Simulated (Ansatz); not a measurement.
# Ir wire along [111], 19 atoms a period: bands along the axis, part 2 of 2

Wanted: the relaxed geometry and the bands of the Ir wire along [111], 19 atoms a period.

Ansatz 0.2.0; DFT PBE, plane waves, PAW; relaxation of a wire's period; PAW set soft_1 (the session's first sound run).

So far: The starting structure; Relaxation of atoms and period.

**2. Relaxation of atoms and period (continued)**

Relaxation path:

```tsv
step	energy less that of the first step (eV)	largest force component (eV/Å)	pressure (GPa)	volume (Å³)
1	0.0000	2.9199	-6.31	1079.33
2	-3.7765	0.5863	0.22	1048.05
3	-3.9410	0.2455	0.04	1047.44
4	-3.9945	0.2657	0.11	1044.68
5	-4.0275	0.1043	0.11	1042.25
6	-4.0484	0.0987	-0.01	1045.14
7	-4.0201	0.2810	0.16	1047.97
8	-4.0554	0.1112	-0.08	1047.27
9	-4.0551	0.0893	-0.10	1047.61
10	-4.0581	0.0310	0.07	1046.89
11	-4.0583	0.0142	-0.01	1047.27
12*	-4.0528	0.0141	-0.01	1047.27
```

Relaxation steps marked * repeat the geometry before them on a plane-wave basis chosen anew for their cell, so energy and pressure can jump there. Relaxation steps 7, 9 were tried and not accepted.

Forces are held to the 4 operations that the run works with; a distortion that breaks them can't arise in this run.

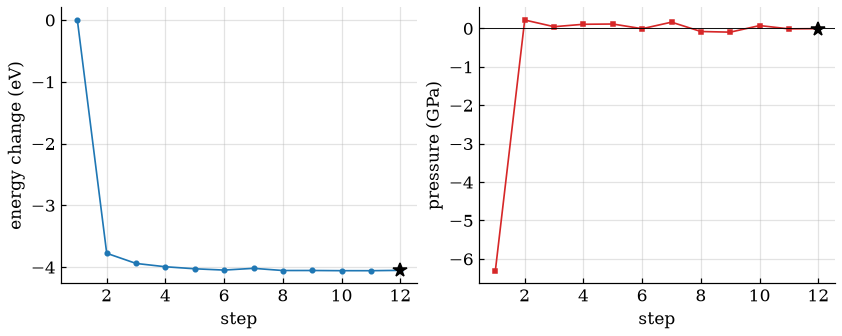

Energy and pressure along the relaxation. Stars mark steps on a basis chosen anew.

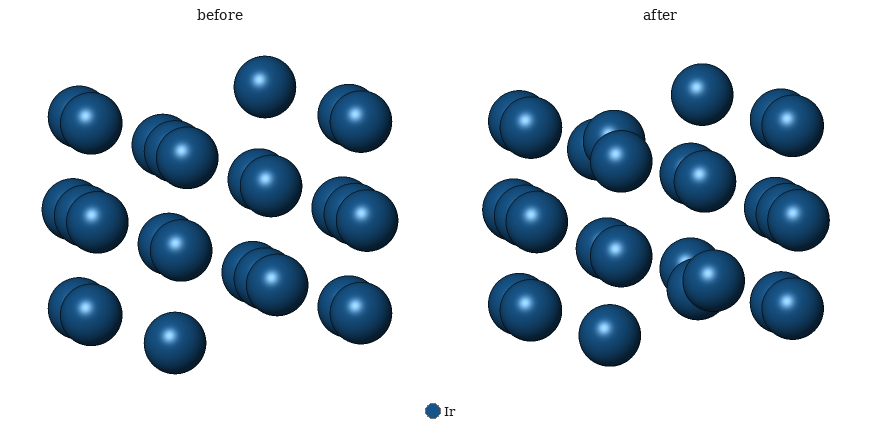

The structure before and after the relaxation, drawn at the same scale.

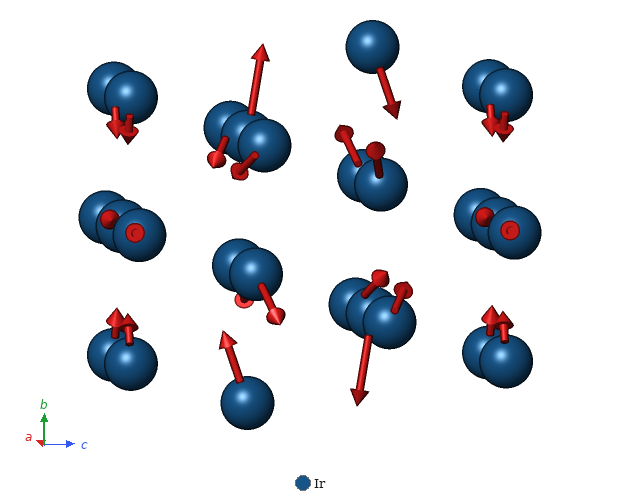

Displacements in the relaxation, exaggerated, measured against the changing cell; the longest in the cell stands for 0.26 Å. Some periodic images of atoms are drawn too.

```tsv
cell as run	before	after	change
c (Å)	6.703	6.504	-3.0 %
```

The atoms that moved most (Å, along periodic axes as changes of fractional coordinates times the final cell, across vacuum about the mean position):

```tsv
atom	dx	dy	dz	length
Ir13	0.000	-0.257	-0.043	0.260
Ir7	0.000	0.257	0.043	0.260
Ir12	-0.221	0.128	-0.043	0.259
Ir15	0.221	0.128	-0.043	0.259
Ir6	-0.221	-0.128	0.043	0.259
Ir9	0.221	-0.128	0.043	0.259
Ir10	-0.163	-0.095	-0.064	0.199
Ir5	0.163	-0.095	-0.064	0.199
```

Numbers from this step:

```yaml
energy_at_zero_smearing: -226771.6905 eV
cell_length_along_the_wire: 6.504 Å
```

The cell's length comes to 6.504 Å with spin left out.

**3. The perfect wire**

This step: DFT PBE, plane waves, PAW; bands of a perfect wire; PAW set soft_1 (Ansatz 0.2.0).

At the relaxed period the bands are computed along the axis; those that cross an energy going forward count the channels that a perfect wire would open there.

Input file input.yaml:

```yaml
crystal:
  lattice:
    - [12.273, 0.0, 0.0]
    - [0.0, 13.12, 0.0]
    - [0.0, 0.0, 6.5039114525]
  atoms:
    - { symbol: Ir, position: [0.287270298, 0.49998794, 0.0] }
    - { symbol: Ir, position: [0.393625752, 0.672305982, 3.4249e-05] }
    - { symbol: Ir, position: [0.5, 0.49998794, 0.0] }
    - { symbol: Ir, position: [0.606374248, 0.672305982, 3.4249e-05] }
    - { symbol: Ir, position: [0.290278363, 0.613185911, 0.323461887] }
    - { symbol: Ir, position: [0.370503693, 0.43005517, 0.339901564] }
    - { symbol: Ir, position: [0.5, 0.63997665, 0.339951538] }
    - { symbol: Ir, position: [0.5, 0.273468906, 0.32351546] }
    - { symbol: Ir, position: [0.629496307, 0.43005517, 0.339901564] }
    - { symbol: Ir, position: [0.709721637, 0.613185911, 0.323461887] }
    - { symbol: Ir, position: [0.290278363, 0.386789968, 0.676538113] }
    - { symbol: Ir, position: [0.370503693, 0.569920709, 0.660098436] }
    - { symbol: Ir, position: [0.5, 0.359999229, 0.660048462] }
    - { symbol: Ir, position: [0.5, 0.726506974, 0.67648454] }
    - { symbol: Ir, position: [0.629496307, 0.569920709, 0.660098436] }
    - { symbol: Ir, position: [0.709721637, 0.386789968, 0.676538113] }
    - { symbol: Ir, position: [0.393625752, 0.327669898, 0.999965751] }
    - { symbol: Ir, position: [0.606374248, 0.327669898, 0.999965751] }
    - { symbol: Ir, position: [0.712729702, 0.49998794, 0.0] }
kpoints:
  mp_grid: { grid: [1, 1, 13] }
  band_path: { path: ["Γ", Z], npoints: 90 }
scf:
  occupations: { method: fermi_dirac, width: 0.05 }
hamiltonian:
  xc: pbe
  pseudopotentials: { kind: paw, azcp: { folder: soft_1 } }
output:
  dos: { e_range: [-5, 4] }
  write_potential: true
  write_density: true
  volumetric_format: npy
```

The run is started by

```
$ ansatz run input.yaml --threads 4 --pin off --max-ram 16384MiB --backend cpu --events-out ev --progress --plain --runs-dir out
```

Numbers of over 12 decimals in the logs are rounded to 6 here.

The log of the run:

```text
[...]
Crystal: 19 atoms, lattice volume = 1047.271 Å³
Basis set: ecut = 420 eV, 20419 PW (Γ)
Bands: 194, of which v1, the nominal top of the filled ones, is band 162 counted from 1 (161 counted from 0)
Symmetry: 4 space group operations
[...]
k-points: 7 of 13
[...]
SCF iter   1: F=—  HF=-226777.393660 eV  |F-HF|=—  |Δ(HF+E_count)|=         —  Δρ=3.31e-2  dr2=2.85e1  ethr=3.10e-3  ⟨swp⟩=7.9  Hψ=5836  notcnv=0  defer=27
[...]
SCF iter  11: F=-226771.804383 eV  HF=-226771.804383 eV  |F-HF|=8.29e-9  |Δ(HF+E_count)|=   7.34e-8  Δρ=1.04e-6  dr2=1.50e-8  ethr=3.10e-11  ⟨swp⟩=13.7  Hψ=4371  notcnv=0
SCF 1 converged in 11 iterations: F = -226771.804383 eV  dr2 = 1.50e-8
[...]
NSCF: frozen V_eff on 91 k-points
WARN: The output density's exchange-correlation potential varies sharply where the density is thin. Do not read a vacuum level from v_tot or v_xc, or from such a field of the output density. On a cell that repeats whose density bears no net charge and no dipole along the vacuum's axis use v_es (v_loc + v_h of the components); under efield.dipole_correction with no amplitude use v_es + v_field, which holds any externa [...]
SCF converged after 11 iterations
Free energy (F): -226771.804383 eV
[...]
Internal energy: -226771.573079 eV  (E = F + TS)
E sigma→0 (E₀):  -226771.688731 eV
Entropy (-TS):   -0.231304 eV (-12.174 meV/atom)
Fermi energy:    2.965838 eV
[...]
--- Band table (eV; the first three rows and the last of 7) ---
  k-point 0: bands = [... 158 lower, 2.7609, 2.8579, 2.8652, 2.8677, 3.1674, 3.1868, 3.2097, 3.2194, ... 28 higher]
  k-point 1: bands = [... 158 lower, 2.7699, 2.8299, 2.8417, 2.8507, 3.1496, 3.1667, 3.1799, 3.1869, ... 28 higher]
  k-point 2: bands = [... 158 lower, 2.7872, 2.7969, 2.8123, 2.8214, 3.0942, 3.1000, 3.1570, 3.1989, ... 28 higher]
  k-point 6: bands = [... 158 lower, 2.8228, 2.8963, 2.9017, 3.0802, 3.0901, 3.0980, 3.2630, 3.3578, ... 28 higher]
```

Run time: 2.5 min. Hardware: 4 threads of Intel Xeon Platinum 8488C (Sapphire Rapids), shared host; peak memory 9.2 GiB; 9.8 min of CPU time.

In the SCF lines HF is the Harris–Foulkes energy and dr2 the Hartree energy of the density residual, in eV; the loop may stop once dr2 is under the threshold and the program's other checks hold. Hψ counts applications of the Hamiltonian.

This step gave:

```yaml
energy_at_zero_smearing: -226771.6887 eV
band_gap: 0 eV
```

Electronic bands along the path, in eV, zero at the Fermi level; # counts the bands kept:

```tsv
point	#48	#49	#50	#51	#52	#53	#54	#55
Γ	-0.21	-0.20	-0.11	-0.10	-0.10	0.20	0.22	0.24
Z	-0.15	-0.15	-0.07	-0.07	0.11	0.13	0.14	0.29
```

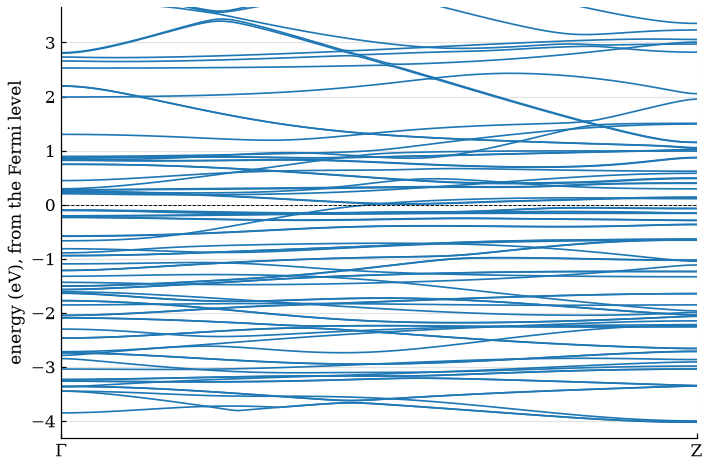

Electronic bands along the path.

Between Γ and Z the bands cross the Fermi level 1 times, so a perfect wire would conduct at least 1 G₀, with spin left out.

**4. What came out**

```json
{
 "cell length, PBE": "6.504 Å",
 "ballistic conductance by band crossings, a lower bound, PBE": "1 G₀"
}
```

Under PBE the cell's length is 6.50 Å, and the bands cross the Fermi level 1 times between Γ and Z, which gives a perfect wire at least 1 G₀ (opposite crossings within one step of the path cancel in such a count). No spin was allowed, though thin wires with open d shells can turn magnetic. Spin-orbit coupling is left out, which matters for the bands of heavy atoms.

[Logs are printed without paths, hosts, clocks, repeated set-up lines and the standing remarks that a program may print on its own settings, such as how far it seeks lower states.]

[Hosts, paths, dates, database ids (printed as entryN), source tags and the programs' standing remarks are cut or masked in the printed files.]
